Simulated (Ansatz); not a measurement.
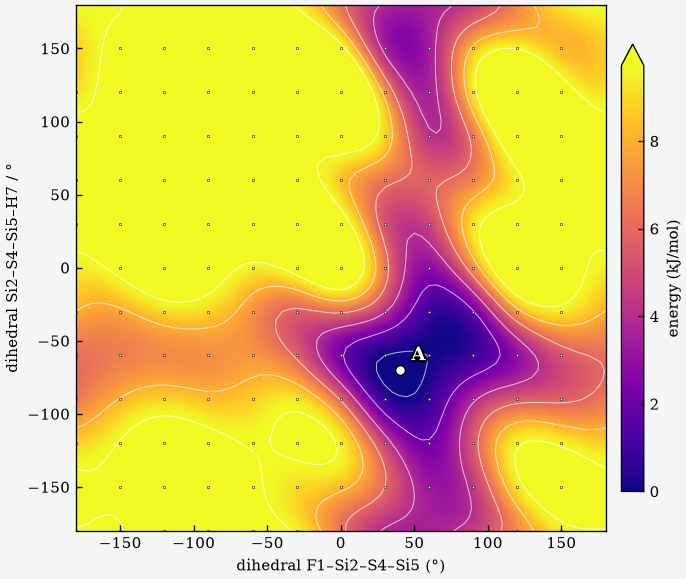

F₂H₃SSi₂, SMILES F[SiH](F)S[SiH2], spin multiplicity 2. First axis: dihedral F1–Si2–S4–Si5. Second axis: dihedral Si2–S4–Si5–H7. Nothing is relaxed (all other coordinates rigid). The scan uses a 12 × 12 grid. Points are written as (first, second). Energies are in kJ/mol, from the lowest grid point. These are results of Ansatz 0.2.0, UHF/def2-SVP, not measurements.

The picture shows a smooth colour map with a few white contour lines, dots at the grid points, one colour for all values above the top of the scale, the point A. Between grid points the surface is interpolated.

Find the lowest pass out of the well at A.

The easiest path leads from the well at about (40°, −70°) to the well at about (45°, 155°), about 3.1 kJ/mol higher. Its highest point lies about 4.1 kJ/mol above the bottom of the first well on the interpolated surface, at (60°, −180°). Seen from the upper well the barrier is about 1 kJ/mol. The start is the relaxed structure and all else is held, so a fully relaxed path at this level can only be lower.

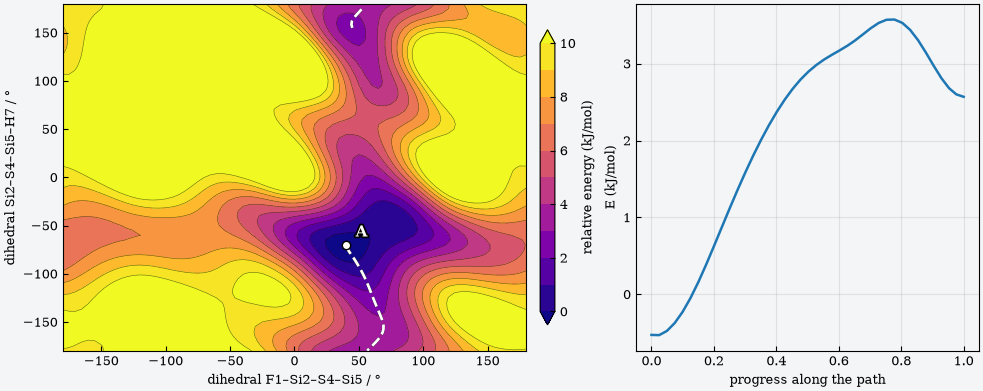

In the figure: filled contours, a line along the lowest path, one colour for all values above the top of the scale, the energy along the path at the right. Between grid points the surface is interpolated.
